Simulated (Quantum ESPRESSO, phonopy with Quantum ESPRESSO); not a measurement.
# Grüneisen parameters and expansion of CaO (Fm-3m), part 7 of 8

Wanted: mode Grüneisen parameters of CaO and a free-energy fit over volumes.

Experimental results on record:
- heat capacity C_P per formula unit 42.2 J/mol/K and bulk modulus 113 GPa near room temperature (given in “High-Throughput Prediction of Finite-Temperature Properties using the Quasi-Harmonic Approximation”, 2016, arXiv:1603.06924)

Quantum ESPRESSO 7.5; DFT PBE, scalar-relativistic, plane waves, GBRV ultrasoft pseudopotentials.

So far. Step 16 (Lattice dynamics at this volume, V/V0 0.985): The time given is that of the 2 pw.x runs on displaced cells behind this step.

### 17. Self-consistent run, V/V0 1.03

A tight ground state at this cell gives the energy of this member; its pressure is the stress at this cutoff, which can carry an offset from the finite basis.

This step: DFT PBE, scalar-relativistic, plane waves, GBRV ultrasoft pseudopotentials (Quantum ESPRESSO 7.5).

System of this step: CaO. Symmetry: Fm-3m, No. 225, cubic system. The conventional cell has a = 4.879 Å, b = 4.879 Å, c = 4.879 Å, α = 90.00°, β = 90.00°, γ = 90.00°. Ca has 6 O at 2.44 Å nearest. Nearest to O lie 6 Ca at 2.44 Å. Farther neighbours and most contacts between anions are not listed.

scf.in reads:

```
&control
   calculation = 'scf'
   prefix = 'x'
   outdir = './tmp'
   pseudo_dir = './pseudo'
   tprnfor = .true.
   tstress = .true.
/
&system
   ibrav = 0
   nat = 2
   ntyp = 2
   ecutwfc = 45.0
   ecutrho = 270.0
   occupations = 'fixed'
   nbnd = 10
/
&electrons
   conv_thr = 1.0d-12
   mixing_beta = 0.7
   electron_maxstep = 100
/
ATOMIC_SPECIES
 Ca     40.0780  Ca.upf
 O      15.9990  O.upf
CELL_PARAMETERS angstrom
     0.000000000    2.439386023    2.439386023
     2.439386023    0.000000000    2.439386023
     2.439386023    2.439386023    0.000000000
ATOMIC_POSITIONS crystal
 Ca     0.000000000   0.000000000   0.000000000
 O      0.500000000   0.500000000   0.500000000
K_POINTS automatic
 8 8 8 0 0 0
```

Run with:

```sh
OMP_NUM_THREADS=1 mpirun -n 8 pw.x -nk 8 -in scf.in > scf.out
```

Log:

```text
[banner, memory and clock lines left out]
Program PWSCF v.7.5

     Message from routine setup:
     using ibrav=0 with symmetry is DISCOURAGED, use correct ibrav instead

     G-vector sticks info

     bravais-lattice index     =            0
     lattice parameter (alat)  =       6.5192  a.u.
     unit-cell volume          =     195.9152 (a.u.)^3
     number of atoms/cell      =            2
     number of atomic types    =            2
     number of electrons       =        16.00
[...]
atom    2 type  2   force =     0.00000000    0.00000000   -0.00000000

     Total force =     0.000000     Total SCF correction =     0.000000

     Computing stress (Cartesian axis) and pressure

          total   stress  (Ry/bohr**3)                   (kbar)     P=      -29.34
  -0.00019946  -0.00000000  -0.00000000          -29.34       -0.00       -0.00
  -0.00000000  -0.00019946  -0.00000000           -0.00      -29.34       -0.00
  -0.00000000  -0.00000000  -0.00019946           -0.00       -0.00      -29.34

     XML data file, charge density, pseudopotentials, collected wavefunctions
[key lines of the parts left out:]
!    total energy              =    -107.51326268 Ry
convergence has been achieved in  14 iterations
```

It took 2.6 s on 8 MPI ranks of Arm Neoverse V1, shared host; 20 s of CPU time.

The run ends at a pressure of -2.93 GPa.

### 18. Born charges and dielectric tensor

In a polar crystal the Born charges and ε∞ give the long-range dipole term that a finite supercell misses. They are those of this k-mesh and were not tested on a denser one; where the gap is small they converge slowly, and the LO modes with them.

ph.in reads:

```
phonons
&inputph
   prefix = 'x'
   outdir = './tmp'
   fildyn = 'x.dyn'
   tr2_ph = 1.0d-18
   epsil = .true.
/
0.000000000 0.000000000 0.000000000
```

scf.in is that of step 17.

Run with:

```sh
OMP_NUM_THREADS=1 mpirun -n 8 ph.x -nk 8 -in ph.in > ph.out
```

Log:

```text
[banner, memory and clock lines left out]
Program PHONON v.7.5

     ./tmp/x.save/

     IMPORTANT: XC functional enforced from input :
     Exchange-correlation= PBE
                           (   1   4   3   4   0   0   0)
     Any further DFT definition will be discarded
     Please, verify this is what you really want

     G-vector sticks info

     Check: negative core charge=   -0.000003
     Reading collected, re-writing distributed wavefunctions in ./tmp/

     Number and degeneracy of irreps per q-point
       N         xq(1)         xq(2)         xq(3)   N irreps
[...]
freq (    1) =      -0.046546 [THz] =      -1.552605 [cm-1]
     freq (    2) =      -0.046546 [THz] =      -1.552605 [cm-1]
     freq (    3) =      -0.046546 [THz] =      -1.552605 [cm-1]
     freq (    4) =       7.045748 [THz] =     235.020851 [cm-1]
     freq (    5) =       7.045748 [THz] =     235.020851 [cm-1]
     freq (    6) =       7.045748 [THz] =     235.020851 [cm-1]
 **************************************************************************

     Mode symmetry, O_h (m-3m)  point group:

     freq (   1-   3) =         -1.6  [cm-1]   --> T_1u G_15  G_4- I
     freq (   4-   6) =        235.0  [cm-1]   --> T_1u G_15  G_4- I
```

Wall time 29 s (8 MPI ranks).

ε∞:

```
3.77 0.00 0.00
0.00 3.77 0.00
0.00 0.00 3.77
```

The Born charges sum to zero within 6.5e-4 e; the rest is removed before use. Acoustic frequencies in this log differ from zero by the error of the sum rule, which ph.x does not impose.

### 19. A displaced supercell

One atom (for the harmonic constants) or a pair of atoms (for the cubic ones) is moved by a few hundredths of an ångström; the forces on all atoms give a column of force constants. The threshold is tight because the forces are small.

System of this step: CaO. Symmetry: Imm2, No. 44, orthorhombic system. Conventional cell: a = 6.900 Å, b = 9.758 Å, c = 6.900 Å, α = 90.00°, β = 90.00°, γ = 90.00°. Nearest to Ca lie 6 O at 2.43 to 2.45 Å. Ca has 6 O at 2.44 Å nearest. Nearest to Ca lie 6 O at 2.44 Å. Nearest to O lie 6 Ca at 2.44 Å. Farther neighbours and most contacts between anions are not listed.

disp-00001.in reads:

```
&control
   calculation = 'scf'
   prefix = 'x'
   outdir = './tmp'
   pseudo_dir = './pseudo'
   tprnfor = .true.
   disk_io = 'none'
/
&system
   ibrav = 0
   nat = 16
   ntyp = 2
   ecutwfc = 45.0
   ecutrho = 270.0
   occupations = 'fixed'
   nbnd = 66
/
&electrons
   conv_thr = 1.0d-11
   mixing_beta = 0.7
   electron_maxstep = 100
/
ATOMIC_SPECIES
 Ca     40.0780  Ca.upf
 O      15.9990  O.upf
CELL_PARAMETERS angstrom
     0.000000000    4.878772047    4.878772047
     4.878772047    0.000000000    4.878772047
     4.878772047    4.878772047    0.000000000
ATOMIC_POSITIONS crystal
 Ca     0.002898708   0.000000000   0.000000000
 Ca     0.500000000   0.000000000   0.000000000
 Ca     0.000000000   0.500000000   0.000000000
 Ca     0.500000000   0.500000000   0.000000000
 Ca     0.000000000   0.000000000   0.500000000
 Ca     0.500000000   0.000000000   0.500000000
 Ca     0.000000000   0.500000000   0.500000000
 Ca     0.500000000   0.500000000   0.500000000
 O      0.250000000   0.250000000   0.250000000
 O      0.750000000   0.250000000   0.250000000
 O      0.250000000   0.750000000   0.250000000
 O      0.750000000   0.750000000   0.250000000
 O      0.250000000   0.250000000   0.750000000
 O      0.750000000   0.250000000   0.750000000
 O      0.250000000   0.750000000   0.750000000
 O      0.750000000   0.750000000   0.750000000
K_POINTS automatic
 3 3 3 0 0 0
```

Run with:

```sh
OMP_NUM_THREADS=1 mpirun -n 4 pw.x -nk 4 -in disp-00001.in > disp-00001.out
```

Log:

```text
[banner, memory and clock lines left out]
Program PWSCF v.7.5

     Message from routine setup:
     using ibrav=0 with symmetry is DISCOURAGED, use correct ibrav instead

     G-vector sticks info

     bravais-lattice index     =            0
     lattice parameter (alat)  =      13.0384  a.u.
     unit-cell volume          =    1567.3218 (a.u.)^3
     number of atoms/cell      =           16
     number of atomic types    =            2
     number of electrons       =       128.00
[...]
atom    1 type  1   force =     0.00000000   -0.00408342   -0.00408342
     atom    2 type  1   force =    -0.00000000    0.00198338    0.00198338
     atom    3 type  1   force =     0.00134283   -0.00018074    0.00064012
[...]
atom   15 type  2   force =    -0.00000071    0.00034321    0.00034321
     atom   16 type  2   force =     0.00000437   -0.00010193   -0.00010193

     Total force =     0.007275     Total SCF correction =     0.000003
     Message from routine punch:
     Nothing written, as per user request (disk_io='none')
[key lines of the parts left out:]
!    total energy              =    -860.10591248 Ry
convergence has been achieved in  17 iterations
```

Elapsed: 77 s, on 4 MPI ranks.

### 20. Lattice dynamics at this volume, V/V0 1.03

This step: DFT PBE, scalar-relativistic, plane waves, GBRV ultrasoft pseudopotentials (phonopy with Quantum ESPRESSO 4.10.0 / 7.5).

It took 77 s on 8 threads.

Phonopy, LO-TO term from ph.x's tensors. The phonon branches at the labelled points (cm⁻¹):

| point | branch 1 | branch 2 | branch 3 | branch 4 | branch 5 | branch 6 |
| --- | --- | --- | --- | --- | --- | --- |
| Γ | 0 | 0 | 0 | 235 | 235 | 521 |
| X | 193 | 193 | 257 | 265 | 265 | 377 |
| U | 178 | 249 | 253 | 267 | 326 | 351 |
| jump to K | 178 | 249 | 253 | 267 | 326 | 351 |
| Γ | 0 | 0 | 0 | 235 | 235 | 521 |
| L | 157 | 157 | 275 | 275 | 352 | 445 |
| W | 211 | 242 | 242 | 292 | 326 | 326 |
| X | 193 | 193 | 257 | 265 | 265 | 377 |

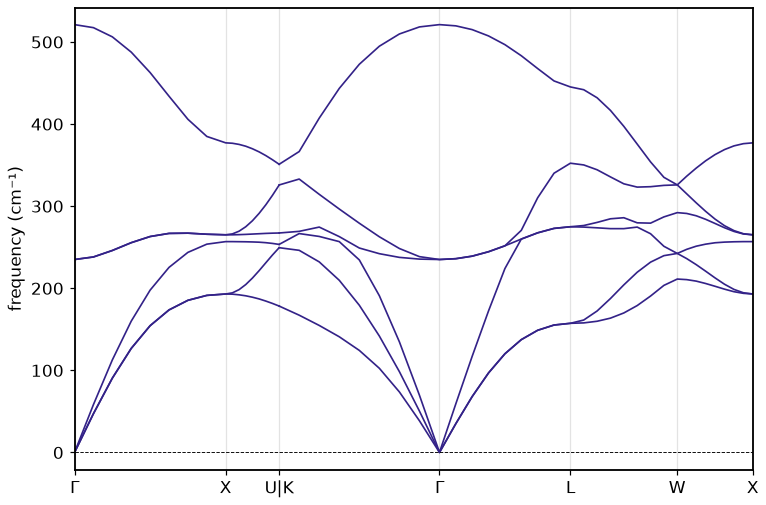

Phonon branches along the path.

No mode is imaginary beyond numerical noise along the path. The highest zone-centre mode (no LO–TO term) moved by -8.3 % for a volume change of +3.0 %.

The time given is that of the 2 pw.x runs on displaced cells behind this step.

### 21. Ground state at this cell, V/V0 0.97

A tight ground state at this cell gives the energy of this member; its pressure is the stress at this cutoff, which can carry an offset from the finite basis.

This step: DFT PBE, scalar-relativistic, plane waves, GBRV ultrasoft pseudopotentials (Quantum ESPRESSO 7.5).

System of this step: CaO. Symmetry: Fm-3m, No. 225, cubic system. The conventional cell has a = 4.782 Å, b = 4.782 Å, c = 4.782 Å, α = 90.00°, β = 90.00°, γ = 90.00°. Nearest to Ca lie 6 O at 2.39 Å. O has 6 Ca at 2.39 Å nearest. Farther neighbours and most contacts between anions are not listed.

scf.in: that of step 18 with these lines changed.

```diff
@@ -26,5 +26,5 @@
 CELL_PARAMETERS angstrom
-     0.000000000    2.439386023    2.439386023
-     2.439386023    0.000000000    2.439386023
-     2.439386023    2.439386023    0.000000000
+     0.000000000    2.391068590    2.391068590
+     2.391068590    0.000000000    2.391068590
+     2.391068590    2.391068590    0.000000000
 ATOMIC_POSITIONS crystal
```

Run with:

```sh
OMP_NUM_THREADS=1 mpirun -n 8 pw.x -nk 8 -in scf.in > scf.out
```

Log:

```text
[banner, memory and clock lines left out]
Program PWSCF v.7.5

     Message from routine setup:
     using ibrav=0 with symmetry is DISCOURAGED, use correct ibrav instead

     G-vector sticks info

     bravais-lattice index     =            0
     lattice parameter (alat)  =       6.3901  a.u.
     unit-cell volume          =     184.5027 (a.u.)^3
     number of atoms/cell      =            2
     number of atomic types    =            2
     number of electrons       =        16.00
[...]
atom    2 type  2   force =     0.00000000   -0.00000000   -0.00000000

     Total force =     0.000000     Total SCF correction =     0.000000

     Computing stress (Cartesian axis) and pressure

          total   stress  (Ry/bohr**3)                   (kbar)     P=       34.36
   0.00023356  -0.00000000  -0.00000000           34.36       -0.00       -0.00
  -0.00000000   0.00023356  -0.00000000           -0.00       34.36       -0.00
  -0.00000000  -0.00000000   0.00023356           -0.00       -0.00       34.36

     XML data file, charge density, pseudopotentials, collected wavefunctions
[key lines of the parts left out:]
!    total energy              =    -107.51313353 Ry
convergence has been achieved in  16 iterations
```

The job ended after 3 s (8 MPI ranks; 23 s of CPU time).

The run ends at a pressure of 3.44 GPa.

### 22. Zone-centre response

In a polar crystal the Born charges and ε∞ give the long-range dipole term that a finite supercell misses. They are those of this k-mesh and were not tested on a denser one; where the gap is small they converge slowly, and the LO modes with them.

ph.in is that of step 18.

scf.in is that of step 21.

Run with:

```sh
OMP_NUM_THREADS=1 mpirun -n 8 ph.x -nk 8 -in ph.in > ph.out
```

Log:

```text
[banner, memory and clock lines left out]
Program PHONON v.7.5

     ./tmp/x.save/

     IMPORTANT: XC functional enforced from input :
     Exchange-correlation= PBE
                           (   1   4   3   4   0   0   0)
     Any further DFT definition will be discarded
     Please, verify this is what you really want

     G-vector sticks info

     Check: negative core charge=   -0.000003
     Reading collected, re-writing distributed wavefunctions in ./tmp/

     Number and degeneracy of irreps per q-point
       N         xq(1)         xq(2)         xq(3)   N irreps
[...]
freq (    1) =      -0.076181 [THz] =      -2.541133 [cm-1]
     freq (    2) =      -0.076181 [THz] =      -2.541133 [cm-1]
     freq (    3) =      -0.076181 [THz] =      -2.541133 [cm-1]
     freq (    4) =       8.338674 [THz] =     278.148220 [cm-1]
     freq (    5) =       8.338674 [THz] =     278.148220 [cm-1]
     freq (    6) =       8.338674 [THz] =     278.148220 [cm-1]
 **************************************************************************

     Mode symmetry, O_h (m-3m)  point group:

     freq (   1-   3) =         -2.5  [cm-1]   --> T_1u G_15  G_4- I
     freq (   4-   6) =        278.1  [cm-1]   --> T_1u G_15  G_4- I
```

The job ended after 29 s (8 MPI ranks; 3.8 min of CPU time).

ε∞:

```
3.79 0.00 0.00
0.00 3.79 0.00
0.00 0.00 3.79
```

The Born charges sum to zero within 7.9e-4 e; the rest is removed before use. Acoustic frequencies in this log differ from zero by the error of the sum rule, which ph.x does not impose.

### 23. A displaced supercell

One atom (for the harmonic constants) or a pair of atoms (for the cubic ones) is moved by a few hundredths of an ångström; the forces on all atoms give a column of force constants. The threshold is tight because the forces are small.

System of this step: CaO. It takes space group Imm2 (No. 44, orthorhombic). The conventional cell has a = 6.763 Å, b = 9.564 Å, c = 6.763 Å, α = 90.00°, β = 90.00°, γ = 90.00°. Nearest to Ca lie 6 O at 2.38 to 2.41 Å. Nearest to Ca lie 6 O at 2.39 Å. Ca has 6 O at 2.39 Å nearest. Nearest to O lie 6 Ca at 2.39 Å. Farther neighbours and most contacts between anions are not listed.

disp-00001.in: that of step 19 with these lines changed.

```diff
@@ -26,7 +26,7 @@
 CELL_PARAMETERS angstrom
-     0.000000000    4.878772047    4.878772047
-     4.878772047    0.000000000    4.878772047
-     4.878772047    4.878772047    0.000000000
+     0.000000000    4.782137179    4.782137179
+     4.782137179    0.000000000    4.782137179
+     4.782137179    4.782137179    0.000000000
 ATOMIC_POSITIONS crystal
- Ca     0.002898708   0.000000000   0.000000000
+ Ca     0.002957284   0.000000000   0.000000000
  Ca     0.500000000   0.000000000   0.000000000
```

Run with:

```sh
OMP_NUM_THREADS=1 mpirun -n 4 pw.x -nk 4 -in disp-00001.in > disp-00001.out
```

Log:

```text
[banner, memory and clock lines left out]
Program PWSCF v.7.5

     Message from routine setup:
     using ibrav=0 with symmetry is DISCOURAGED, use correct ibrav instead

     G-vector sticks info

     bravais-lattice index     =            0
     lattice parameter (alat)  =      12.7801  a.u.
     unit-cell volume          =    1476.0215 (a.u.)^3
     number of atoms/cell      =           16
     number of atomic types    =            2
     number of electrons       =       128.00
[...]
atom    1 type  1   force =     0.00000000   -0.00490083   -0.00490083
     atom    2 type  1   force =     0.00000000    0.00217303    0.00217303
     atom    3 type  1   force =     0.00144898   -0.00020659    0.00072356
[...]
atom   15 type  2   force =     0.00000107    0.00032232    0.00032232
     atom   16 type  2   force =     0.00000501   -0.00011281   -0.00011281

     Total force =     0.008450     Total SCF correction =     0.000003
     Message from routine punch:
     Nothing written, as per user request (disk_io='none')
[key lines of the parts left out:]
!    total energy              =    -860.10486464 Ry
convergence has been achieved in  17 iterations
```

Elapsed: 75 s, on 4 MPI ranks; 5 min of CPU time.

### 24. Phonons, V/V0 0.97

This step: DFT PBE, scalar-relativistic, plane waves, GBRV ultrasoft pseudopotentials (phonopy with Quantum ESPRESSO 4.10.0 / 7.5).

Wall time 75 s (8 threads).

Phonopy, LO-TO term from ph.x's tensors. Phonon branches along the path, in cm⁻¹:

| point | branch 1 | branch 2 | branch 3 | branch 4 | branch 5 | branch 6 |
| --- | --- | --- | --- | --- | --- | --- |
| Γ | 0 | 0 | 0 | 278 | 278 | 556 |
| X | 200 | 200 | 299 | 305 | 305 | 390 |
| U | 193 | 272 | 287 | 304 | 354 | 371 |
| jump to K | 193 | 272 | 287 | 304 | 354 | 371 |
| Γ | 0 | 0 | 0 | 278 | 278 | 556 |
| L | 180 | 180 | 310 | 310 | 374 | 476 |
| W | 232 | 268 | 268 | 323 | 352 | 352 |
| X | 200 | 200 | 299 | 305 | 305 | 390 |

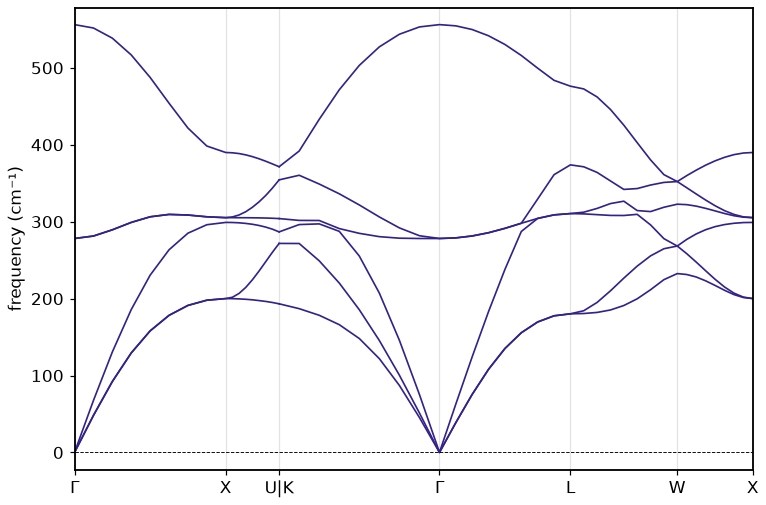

Phonon branches along the path.

No mode is imaginary beyond numerical noise along the path. The highest zone-centre mode (no LO–TO term) moved by +8.5 % for a volume change of -3.0 %.

The time given is that of the 2 pw.x runs on displaced cells behind this step.

### 25. Self-consistent run, V/V0 1.05

A tight ground state at this cell gives the energy of this member; its pressure is the stress at this cutoff, which can carry an offset from the finite basis.

This step: DFT PBE, scalar-relativistic, plane waves, GBRV ultrasoft pseudopotentials (Quantum ESPRESSO 7.5).

System of this step: CaO. Symmetry: Fm-3m, No. 225, cubic system. Conventional cell: a = 4.910 Å, b = 4.910 Å, c = 4.910 Å, α = 90.00°, β = 90.00°, γ = 90.00°. Ca has 6 O at 2.46 Å nearest. O has 6 Ca at 2.46 Å nearest. Farther neighbours and most contacts between anions are not listed.

scf.in: that of step 22 with these lines changed.

```diff
@@ -26,5 +26,5 @@
 CELL_PARAMETERS angstrom
-     0.000000000    2.391068590    2.391068590
-     2.391068590    0.000000000    2.391068590
-     2.391068590    2.391068590    0.000000000
+     0.000000000    2.455073825    2.455073825
+     2.455073825    0.000000000    2.455073825
+     2.455073825    2.455073825    0.000000000
 ATOMIC_POSITIONS crystal
```

Run with:

```sh
OMP_NUM_THREADS=1 mpirun -n 8 pw.x -nk 8 -in scf.in > scf.out
```

Log:

```text
[banner, memory and clock lines left out]
Program PWSCF v.7.5

     Message from routine setup:
     using ibrav=0 with symmetry is DISCOURAGED, use correct ibrav instead

     G-vector sticks info

     bravais-lattice index     =            0
     lattice parameter (alat)  =       6.5611  a.u.
     unit-cell volume          =     199.7194 (a.u.)^3
     number of atoms/cell      =            2
     number of atomic types    =            2
     number of electrons       =        16.00
[...]
atom    2 type  2   force =    -0.00000000    0.00000000    0.00000000

     Total force =     0.000000     Total SCF correction =     0.000000

     Computing stress (Cartesian axis) and pressure

          total   stress  (Ry/bohr**3)                   (kbar)     P=      -46.40
  -0.00031545   0.00000000   0.00000000          -46.40        0.00        0.00
   0.00000000  -0.00031545   0.00000000            0.00      -46.40        0.00
   0.00000000   0.00000000  -0.00031545            0.00        0.00      -46.40

     XML data file, charge density, pseudopotentials, collected wavefunctions
[key lines of the parts left out:]
!    total energy              =    -107.51229776 Ry
convergence has been achieved in  15 iterations
```

The job ended after 2.9 s (8 MPI ranks).

The run ends at a pressure of -4.64 GPa.

### 26. Zone-centre response

In a polar crystal the Born charges and ε∞ give the long-range dipole term that a finite supercell misses. They are those of this k-mesh and were not tested on a denser one; where the gap is small they converge slowly, and the LO modes with them.

ph.in is that of step 22.

scf.in is that of step 25.

Run with:

```sh
OMP_NUM_THREADS=1 mpirun -n 8 ph.x -nk 8 -in ph.in > ph.out
```

Log:

```text
[banner, memory and clock lines left out]
Program PHONON v.7.5

     ./tmp/x.save/

     IMPORTANT: XC functional enforced from input :
     Exchange-correlation= PBE
                           (   1   4   3   4   0   0   0)
     Any further DFT definition will be discarded
     Please, verify this is what you really want

     G-vector sticks info

     Check: negative core charge=   -0.000003
     Reading collected, re-writing distributed wavefunctions in ./tmp/

     Number and degeneracy of irreps per q-point
       N         xq(1)         xq(2)         xq(3)   N irreps
[...]
freq (    1) =       0.045852 [THz] =       1.529469 [cm-1]
     freq (    2) =       0.045852 [THz] =       1.529469 [cm-1]
     freq (    3) =       0.045852 [THz] =       1.529469 [cm-1]
     freq (    4) =       6.626143 [THz] =     221.024335 [cm-1]
     freq (    5) =       6.626143 [THz] =     221.024335 [cm-1]
     freq (    6) =       6.626143 [THz] =     221.024335 [cm-1]
 **************************************************************************

     Mode symmetry, O_h (m-3m)  point group:

     freq (   1-   3) =          1.5  [cm-1]   --> T_1u G_15  G_4- I
     freq (   4-   6) =        221.0  [cm-1]   --> T_1u G_15  G_4- I
```

The job ended after 31 s (8 MPI ranks; 4.1 min of CPU time).

ε∞:

```
3.77 0.00 0.00
0.00 3.77 0.00
0.00 0.00 3.77
```

The Born charges sum to zero within 6.3e-4 e; the rest is removed before use. Acoustic frequencies in this log differ from zero by the error of the sum rule, which ph.x does not impose.

(Continued in part 8 of 8.)

[Logs are printed without paths, hosts, clocks, repeated set-up lines and the standing remarks that a program may print on its own settings, such as how far it seeks lower states.]

[Hosts, paths, dates, database ids (printed as entryN), source tags and the programs' standing remarks are cut or masked in the printed files.]

[A step with changed settings may run another functional than the one named; its input shows which.]

[Of the runs on displaced cells, only some may be shown.]
